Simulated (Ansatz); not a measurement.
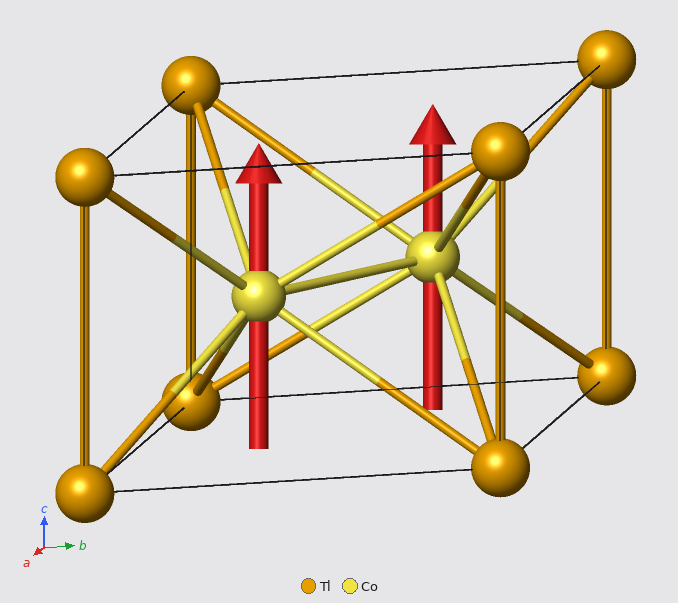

Shown here is a ball-and-stick view of the crystal, taken slightly off an axis. The lines enclose the simulation cell; boundary atoms appear with their images. Arrows are the site magnetic moments above 0.25 μB; longer means larger, and red and blue are up and down (without spin-orbit coupling the axis itself is arbitrary).

This is the state reached for TlCo$_{2}$. Computational set-up: DFT PBE, scalar-relativistic, plane waves, PAW (Ansatz), 420 eV cutoff, 12×12×14 k-mesh, Gaussian smearing of 0.1 eV, collinear spins.

> Classify the order and state the moments.

Ferromagnetic (within this cell). Site moments: 2 Co +1.6 μB. The net spin moment of the whole cell is 3.0 μB.

Starting structure: a textbook structure type filled with these elements (whether it is the usual form wasn't checked). This is the structure after a relaxation with DFT PBE, scalar-relativistic, plane waves, PAW in Ansatz 0.2.0.
